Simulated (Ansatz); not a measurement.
# Settings and their price: graphene/h-BP/graphene sandwich (62 atoms)

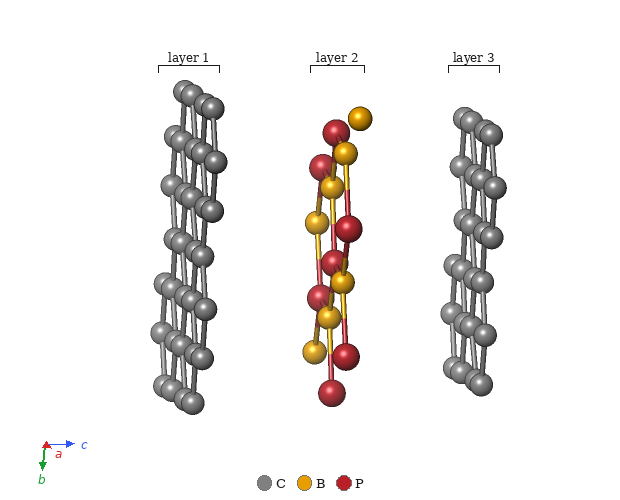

The cell (carbon grey, boron orange, phosphorus red). Bonds to atoms that aren't drawn are left out. Some periodic images of atoms are drawn too.

The cell holds 62 atoms: 48 C, 7 B and 7 P. Cell: a = 8.507 Å, b = 8.507 Å, c = 20.910 Å, α = 90.0°, β = 90.0°, γ = 120.0°. It derives from C and BP. 12 cells of graphene (a = 2.46 Å, strained -0.17 %) and 7 cells of h-BP (a = 3.21 Å, +0.17 %) on one hexagonal cell, twist 10.89 deg; facing planes 3.49, 3.42 Å apart; 14 Å of vacuum; displaced by a Gaussian of 0.01 Å. Regions: layer 1, 24 atoms (24 C); layer 2, 14 atoms (7 B and 7 P); layer 3, 24 atoms (24 C). Vacuum lies along c.

Geometry: as built.

Reference run: Kohn-Sham DFT, PBE+D4, PAW (set soft_2), plane waves (Ansatz 0.2.0), cutoff 420 eV, k-mesh 6×6×1, fermi-dirac smearing of 0.05 eV.

| Item | Value |
| --- | --- |
| r.m.s. force component | 0.4974 eV/Å |
| SCF cycles | 9 |
| time | 8.2 s on 1 × NVIDIA H100 80GB HBM3 with 5 threads of AMD EPYC 7R13 (Zen 3), shared host |

**Question.** The cell is repeated and solved at Γ. How do error, time and memory go?
- plane waves, 62 atoms (1×1×1)
- support functions, 62 atoms (1×1×1)
- plane waves, 248 atoms (2×2×1)
- support functions, 248 atoms (2×2×1)
- plane waves, 558 atoms (3×3×1)
- support functions, 558 atoms (3×3×1)
- support functions, 992 atoms (4×4×1)
- support functions, 2232 atoms (6×6×1)
- support functions, 3968 atoms (8×8×1)

Differences are against the typed cell on a 6×6×1 mesh, which samples like Γ on 2232 atoms (r.m.s. force component 0.497 eV/Å). Every repeated cell is solved at Γ, and forces are averaged over the copies of each atom. Hardware: 1 × NVIDIA H100 80GB HBM3 with 5 threads of AMD EPYC 7R13 (Zen 3), shared host.

| atoms | repeats | basis | Δ force, r.m.s. (meV/Å) | Δ energy (meV/atom) | less plane waves of the same size (meV/atom) | spread among copies (meV/Å) | SCF cycles | time | host memory (GiB) | planned on the GPU (GiB) |
| --- | --- | --- | --- | --- | --- | --- | --- | --- | --- | --- |
| 62 | 1×1×1 | plane waves | 364 | 136 | - | - | 18 | 2.6 s | 1.2 | 3.2 |
| 62 | 1×1×1 | support functions | 364 | 133 | -3.0 | - | 16 | 4.7 s | 1.1 | 3 |
| 248 | 2×2×1 | plane waves | 87.4 | 18.3 | - | 0 | 12 | 5.2 s | 1.7 | 12 |
| 248 | 2×2×1 | support functions | 87.6 | 15.2 | -3.1 | 0.068 | 14 | 8.3 s | 1.8 | 7.8 |
| 558 | 3×3×1 | plane waves | 31.6 | 4.10 | - | 0 | 10 | 14 s | 2.8 | 46 |
| 558 | 3×3×1 | support functions | 31.7 | 0.936 | -3.2 | 0.068 | 17 | 17 s | 2.9 | 14 |
| 992 | 4×4×1 | support functions | 12.6 | -2.15 | - | 0.082 | 18 | 26 s | 4.6 | 22 |
| 2232 | 6×6×1 | support functions | 0.4 | -3.16 | - | 0.061 | 20 | 83 s | 9.3 | 52 |
| 3968 | 8×8×1 | support functions | 3.87 | -3.45 | - | 0.076 | 22 | 3.4 min | 16 | 68 |

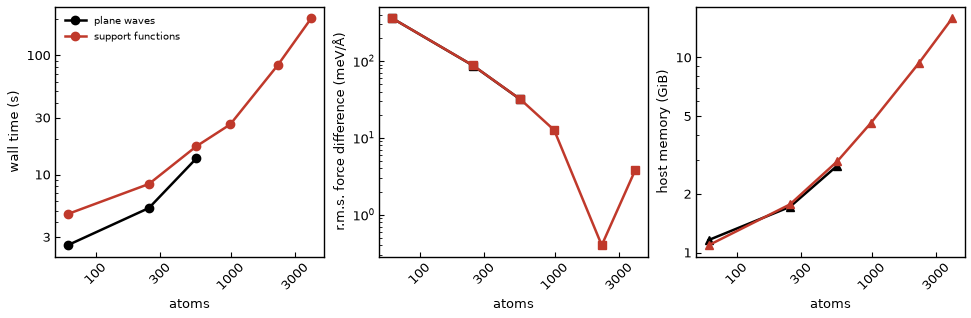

Time, error and memory against the number of atoms.

Repeating the cell at Γ samples more k-points: in plane waves the energy difference from the dense mesh goes from 136 meV/atom at 62 atoms to 4.10 at 558, and the force difference from 364 to 32 meV/Å. With plane waves, the time grows as the 1.2 power of the atom count between the two largest sizes, 248 and 558 atoms. The smaller run is short enough for fixed overheads to flatten this slope. With support functions, the time grows as the 1.6 power of the atom count between the two largest sizes, 2232 and 3968 atoms. At equal size the support functions lie 3.0 to 3.2 meV/atom below plane waves, likely because their grid holds more waves than 420 eV; no run tests this. Support functions take 1.8 times the time of plane waves at 62 atoms and 1.3 times at 558, so no crossover is reached among the sizes that both ran. Each time is a single run, so ratios and crossover are rough. The bases also began from different starting densities. At the largest size the support functions' forces differ from the reference by 0.78 % of the r.m.s. force, which holds the difference of sampling between the two as well as that of the basis.

[Hosts, paths, dates, database ids (printed as entryN), source tags and the programs' standing remarks are cut or masked in the printed files.]
